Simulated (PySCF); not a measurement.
**Run report: C36H30BI, excited-state calculation**

- system: C36H30BI, SMILES c1ccc([B-](c2ccccc2)(c2ccccc2)c2ccccc2)cc1.c1ccc([I+]c2ccccc2)cc1
- method: TDA CAM-B3LYP/def2-SVP, vertical, gas phase, core orbitals frozen in the response, virtual orbitals cut by energy (PySCF 2.14.0)

The geometry comes from this level: GFN2-xTB.

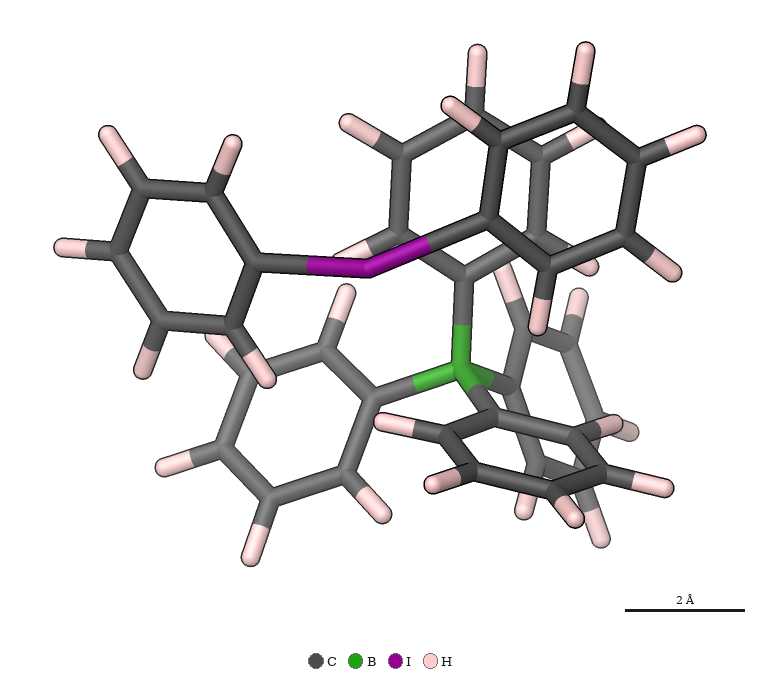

Figure 1. The input geometry (stick view, seen at a tilt).

## Input
```
{"job": {"kind": "uv", "basis": "def2-SVP", "grid": 1, "kgrid": 0, "vcut": 1.5, "nstates": 6, "ntriplets": 2, "tda": true, "delta": ["ip_vertical"], "pop": true, "xc": "CAM-B3LYP"}, "charge": 0, "multiplicity": 1}
C     -4.387691     5.039036    -1.894832
C     -3.443119     4.965060    -2.904511
C     -2.103045     4.817878    -2.592943
C     -1.664194     4.710513    -1.274082
B     -0.091867     4.524566    -0.905624
C      0.776767     3.878845    -2.114197
C      0.283378     2.817902    -2.873393
C      1.035933     2.187454    -3.850742
C      2.329167     2.612417    -4.103143
C      2.848773     3.664466    -3.366015
C      2.084382     4.280526    -2.389189
C      0.177914     3.570780     0.376371
C      1.380553     3.635323     1.082793
C      1.631923     2.834223     2.181853
C      0.691245     1.906950     2.603393
C     -0.501734     1.802762     1.913438
C     -0.744980     2.622217     0.818766
C      0.301915     6.074984    -0.604301
C      0.318181     6.586278     0.690251
C      0.669442     7.900649     0.941054
C      0.988709     8.747891    -0.106152
C      0.936506     8.270163    -1.404894
C      0.581886     6.955333    -1.646355
C     -2.627887     4.848999    -0.275317
C     -3.970170     4.994239    -0.574625
C     -5.117661     0.826073    -0.020518
C     -4.478613     1.541172    -1.019703
C     -3.144198     1.300352    -1.305536
C     -2.488347     0.326316    -0.584224
I     -0.338789    -0.085005    -1.004990
C      1.614029     0.270340    -0.053712
C      1.977275    -0.530361     1.008767
C      3.227574    -0.334010     1.571593
C      4.072934     0.643256     1.070503
C      3.672131     1.435783     0.009750
C      2.419514     1.262693    -0.558948
C     -3.098056    -0.397293     0.418541
C     -4.431932    -0.140783     0.695465
H     -5.436316     5.156653    -2.133952
H     -3.752146     5.032126    -3.939387
H     -1.381268     4.781842    -3.396947
H     -0.734024     2.486702    -2.707930
H      0.610348     1.370372    -4.419882
H      2.924520     2.128063    -4.864544
H      3.857275     4.006520    -3.557528
H      2.510835     5.098029    -1.824981
H      2.127110     4.354400     0.775285
H      2.564592     2.930191     2.721825
H      0.884685     1.283639     3.465659
H     -1.261573     1.101039     2.238974
H     -1.710366     2.571722     0.336392
H      0.066509     5.941915     1.521505
H      0.691054     8.265614     1.959306
H      1.262671     9.775671     0.088262
H      1.168213     8.927869    -2.231774
H      0.531446     6.599906    -2.666097
H     -2.318732     4.846292     0.760701
H     -4.694587     5.085477     0.224236
H     -6.153620     1.027118     0.203978
H     -5.003896     2.301997    -1.574980
H     -2.641928     1.874535    -2.067952
H      1.315484    -1.295497     1.385441
H      3.537718    -0.949462     2.402709
H      5.044863     0.791200     1.515950
H      4.321817     2.202363    -0.381625
H      2.095053     1.886700    -1.373814
H     -2.554499    -1.149387     0.969114
H     -4.930653    -0.698660     1.473352
```

The first line tells a small driver script what to run in PySCF; the rest is the geometry in Å.

Command:
```bash
OMP_NUM_THREADS=8 python <driver script> task.json out
```

## Output
```
start: PBE on a coarse grid of 240520 points
cycle   1  E = -1689.4263082531  dE = -6.137e+00  |g| = 6.742e+00  |ddm| = 2.273e+01
cycle   2  E = -836.2626091564  dE =  8.532e+02  |g| = 3.742e+01  |ddm| = 6.567e+02
cycle   3  E = -1450.4132621083  dE = -6.142e+02  |g| = 1.738e+01  |ddm| = 6.262e+02
cycle   4  E = -1702.3749656001  dE = -2.520e+02  |g| = 3.548e+00  |ddm| = 1.038e+02
cycle   5  E = -1626.1179296703  dE =  7.626e+01  |g| = 1.285e+01  |ddm| = 3.980e+01
cycle   6  E = -1680.5334711172  dE = -5.442e+01  |g| = 8.984e+00  |ddm| = 2.047e+01
cycle   7  E = -1698.3114438640  dE = -1.778e+01  |g| = 5.652e+00  |ddm| = 2.154e+01
cycle   8  E = -1703.5033537347  dE = -5.192e+00  |g| = 4.040e+00  |ddm| = 9.632e+00
cycle   9  E = -1704.5425181398  dE = -1.039e+00  |g| = 3.304e+00  |ddm| = 4.552e+00
cycle  10  E = -1705.1231968292  dE = -5.807e-01  |g| = 2.741e+00  |ddm| = 4.051e+00
cycle  11  E = -1708.0184483991  dE = -2.895e+00  |g| = 1.864e+00  |ddm| = 6.190e+00
cycle  12  E = -1709.0515883566  dE = -1.033e+00  |g| = 1.064e+00  |ddm| = 4.245e+00
cycle  13  E = -1708.8561468835  dE =  1.954e-01  |g| = 1.311e+00  |ddm| = 2.988e+00
cycle  14  E = -1709.3638329395  dE = -5.077e-01  |g| = 3.878e-01  |ddm| = 2.033e+00
cycle  15  E = -1709.4064968678  dE = -4.266e-02  |g| = 1.825e-01  |ddm| = 6.993e-01
cycle  16  E = -1708.8793157368  dE =  5.272e-01  |g| = 9.360e-01  |ddm| = 3.340e+00
cycle  17  E = -1708.9183503420  dE = -3.903e-02  |g| = 8.622e-01  |ddm| = 2.611e-01
cycle  18  E = -1709.4097543497  dE = -4.914e-01  |g| = 1.635e-01  |ddm| = 3.331e+00
cycle  19  E = -1708.9181451095  dE =  4.916e-01  |g| = 8.743e-01  |ddm| = 3.332e+00
cycle  20  E = -1708.9571577557  dE = -3.901e-02  |g| = 8.521e-01  |ddm| = 4.599e-01
cycle  21  E = -1709.4133970547  dE = -4.562e-01  |g| = 1.198e-01  |ddm| = 3.274e+00
cycle  22  E = -1709.0240947636  dE =  3.893e-01  |g| = 8.201e-01  |ddm| = 3.148e+00
cycle  23  E = -1709.3893684781  dE = -3.653e-01  |g| = 2.597e-01  |ddm| = 2.001e+00
cycle  24  E = -1709.4155670643  dE = -2.620e-02  |g| = 9.949e-02  |ddm| = 1.627e+00
cycle  25  E = -1709.4215946315  dE = -6.028e-03  |g| = 1.214e-02  |ddm| = 7.690e-01
cycle  26  E = -1709.2955332423  dE =  1.261e-01  |g| = 5.127e-01  |ddm| = 1.637e+00
cycle  27  E = -1709.1386476300  dE =  1.569e-01  |g| = 7.321e-01  |ddm| = 7.900e-01
cycle  28  E = -1708.9957890707  dE =  1.429e-01  |g| = 8.301e-01  |ddm| = 7.234e-01
cycle  29  E = -1709.4194784363  dE = -4.237e-01  |g| = 6.031e-02  |ddm| = 2.976e+00
cycle  30  E = -1709.4216332961  dE = -2.155e-03  |g| = 4.414e-03  |ddm| = 3.748e-01
final grid: 240520 points
cycle  31  E = -1710.4062069302  dE = -3.126e-02  |g| = 1.194e-01  |ddm| = 1.788e+00
cycle  32  E = -1710.4060068686  dE =  2.001e-04  |g| = 1.476e-01  |ddm| = 5.344e-01
cycle  33  E = -1710.4126884974  dE = -6.682e-03  |g| = 3.066e-02  |ddm| = 3.063e-01
cycle  34  E = -1710.4132629779  dE = -5.745e-04  |g| = 1.395e-02  |ddm| = 1.005e-01
cycle  35  E = -1710.4134846727  dE = -2.217e-04  |g| = 5.708e-03  |ddm| = 7.525e-02
cycle  36  E = -1710.4135404596  dE = -5.579e-05  |g| = 3.178e-03  |ddm| = 3.972e-02
cycle  37  E = -1710.4135663150  dE = -2.586e-05  |g| = 1.358e-03  |ddm| = 3.562e-02
cycle  38  E = -1710.4135697123  dE = -3.397e-06  |g| = 5.733e-04  |ddm| = 1.022e-02
cycle  39  E = -1710.4135672224  dE =  2.490e-06  |g| = 2.398e-04  |ddm| = 4.578e-03
cycle  40  E = -1710.4135669960  dE =  2.263e-07  |g| = 1.020e-04  |ddm| = 1.886e-03
cycle  41  E = -1710.4135709070  dE = -3.911e-06  |g| = 4.870e-05  |ddm| = 6.473e-04
converged SCF energy = -1710.4135709070
Vertical ionisation energy (delta-SCF) = 6.4665 eV   <S^2> = 0.776

Static polarisability (au): isotropic 411.651, principal 339.694 403.486 491.772

Singlet excitations
state   eV       nm        f      main configurations
  1   1.2821    967.0   0.00039   H->L 0.96
  2   1.4586    850.0   0.00143   H-1->L 0.55, H-3->L 0.36
  3   1.8685    663.5   0.00319   H-2->L 0.81, H-5->L 0.12
  4   2.1501    576.6   0.03200   H-7->L 0.33, H-5->L 0.19, H-6->L 0.14
  5   2.3727    522.5   0.00843   H-3->L 0.31, H-7->L 0.28, H-4->L 0.18
  6   2.5025    495.4   0.00287   H-5->L 0.39, H-7->L 0.28, H-6->L 0.18

Triplet excitations (Tamm-Dancoff, eV): 1.2689 1.3984
```

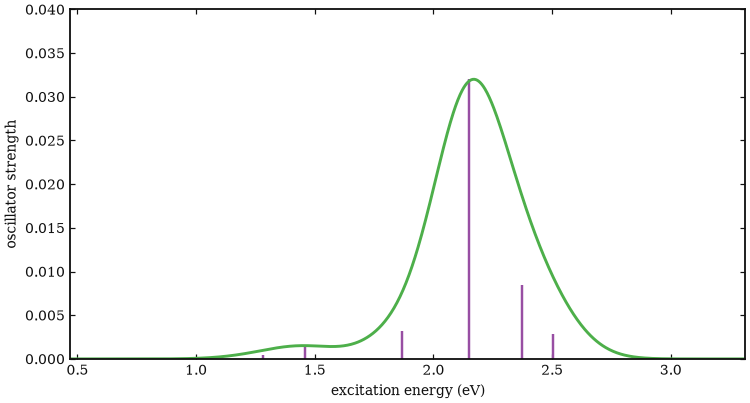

Figure 2. Computed excitations as sticks (degenerate states added up, dark ones marked on the axis), with a Gaussian envelope of 0.35 eV full width at half maximum, scaled to the tallest. Of the 6 states the lowest lies at 1.28 eV (f = 0.000); the strongest line is at 2.15 eV, or 577 nm (f = 0.032).

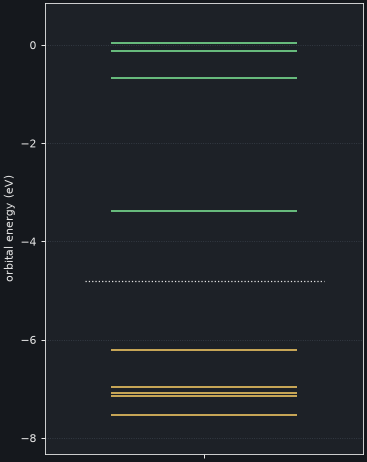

Figure 3. Orbital energies near the frontier; the dotted line parts filled from empty levels, and levels within 0.02 eV of each other stand side by side. Highest filled −6.22 eV, lowest empty −3.38 eV, 2.84 eV apart.

## Results in brief

```json
{"quantity": "outcome", "value": "converged"}
{"quantity": "total energy", "value": "−1710.413571 hartree"}
{"quantity": "HOMO", "value": "−6.22 eV"}
{"quantity": "LUMO", "value": "−3.38 eV"}
{"quantity": "dipole moment", "value": "13.64 D"}
{"quantity": "mean polarisability", "value": "411.65 a.u."}
{"quantity": "vertical ionisation energy", "value": "6.47 eV"}
{"quantity": "lowest singlet excitation", "value": "1.28 eV"}
{"quantity": "hardware", "value": "8 CPU threads, shared host"}
{"quantity": "wall time", "value": "5.4 min (CPU time 34 min)"}
{"quantity": "peak memory", "value": "6.2 GiB"}
```

## Remarks

Spin–orbit coupling is left out, which matters for the heavy atoms.
